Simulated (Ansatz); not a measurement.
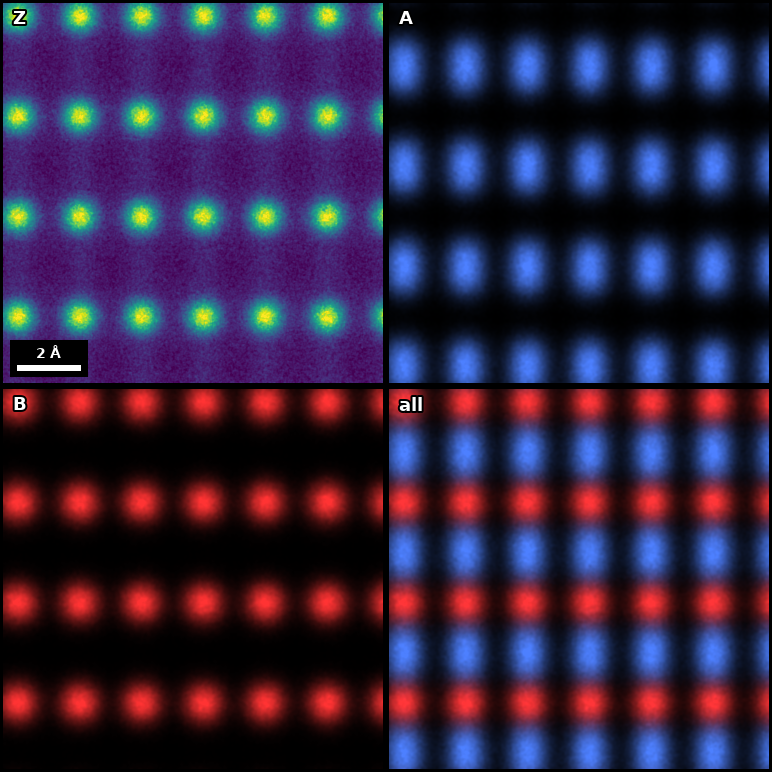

CdC2 (I4/mmm, No. 139) along [101]. Panel Z: Simulation: incoherent imaging, intensity Z^1.6 per atom, probe width 0.75 Å, thin sample. The probe carries 25 % of its weight in a tail 2.5 times as wide. The display is stretched by a gamma of 0.8; percentages refer to the linear signal. Shot noise was added. The other panels are simulated element maps (the number of atoms of one element along the beam, blurred by 1.0 Å, with counting noise; each on its own scale, no channelling); the last overlays them. Structure: the end point of a relaxation (final pressure about 4 GPa) with Ansatz, DFT LDA, scalar-relativistic, plane waves, PAW; the starting structure was generated, so it need not be a known form of this composition.

```cif
data_structure
_symmetry_space_group_name_H-M 'I4/mmm'
_symmetry_Int_Tables_number 139
_cell_length_a 3.9074
_cell_length_b 3.9074
_cell_length_c 5.4119
_cell_angle_alpha 90.000
_cell_angle_beta 90.000
_cell_angle_gamma 90.000
_cell_volume 82.63
loop_
_atom_site_label
_atom_site_type_symbol
_atom_site_symmetry_multiplicity
_atom_site_Wyckoff_symbol
_atom_site_fract_x
_atom_site_fract_y
_atom_site_fract_z
_atom_site_occupancy
Cd1 Cd 2 a 0.00000 0.00000 0.00000 1
C1 C 4 e 0.00000 0.00000 0.61442 1
```

Which element does each lettered map show?

Answer. A: C, B: Cd. The projected cell (1.95 × 3.17 Å, 90°) holds 3 columns: 2 of C and 1 of Cd. No column is shared by two of the mapped elements.
